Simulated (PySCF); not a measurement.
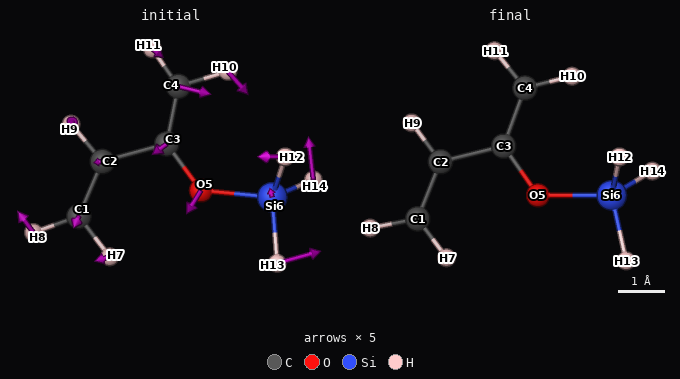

The structure of C4H8OSi before (left) and after (right) a relaxation, at one scale. The purple arrows give the displacements, magnified 5 times.

A ball-and-stick model, seen at a tilt.

The start comes from GFN2-xTB. Its atoms were then displaced at random by about 0.03 Å.

All numbers below come from PBE0-D3(BJ)/def2-SVP geometry optimisation, gas phase in PySCF. 

Summarise the run.

Answer. Over 8 geometry steps the energy falls by 0.886 eV. The largest move after the best rigid fit is that of H13, 0.21 Å. Largest moves by element: H 0.21 Å, C 0.16 Å, O 0.13 Å, Si 0.04 Å. Near-neighbour distances that change, for instance: C4–H10 1.182 → 1.093 Å, C3–C4 1.279 → 1.346 Å, C4–H11 1.023 → 1.090 Å, C1–H7 1.153 → 1.093 Å. Among the angles between lasting bonds that change: C3–C4–H11 133.6° → 119.8°, C2–C1–H8 131.5° → 121.2°, C2–C3–C4 114.3° → 122.3°.
